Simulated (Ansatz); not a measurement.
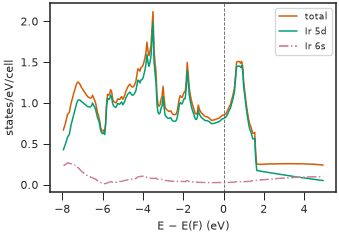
Figure: Total and projected density of states of Ir (fcc (Cu type), Fm-3m), r²SCAN+D4 in the plane-wave PAW code Ansatz

Problem. Which orbitals carry the states next to the Fermi level?

Solution. Within 0.5 eV of the Fermi level: Ir 5d 95 %. Projections are on Löwdin-orthogonalised atomic valence shells; empty p or d shells of many metals are not among them.

Problem. Where is the tallest occupied peak in this window, and what makes it?

Solution. Near -3.5 eV, about 2.1 states/eV per cell; the largest projected share is Ir 5d.

The cell was relaxed with r²SCAN+D4 under the symmetry of its start. The run is not spin-polarised. The pairwise dispersion correction was not fitted to metals. Scalar-relativistic: spin–orbit coupling is off unless named, which matters more the heavier the elements.

Potentials: the later of the program's two PAW sets.
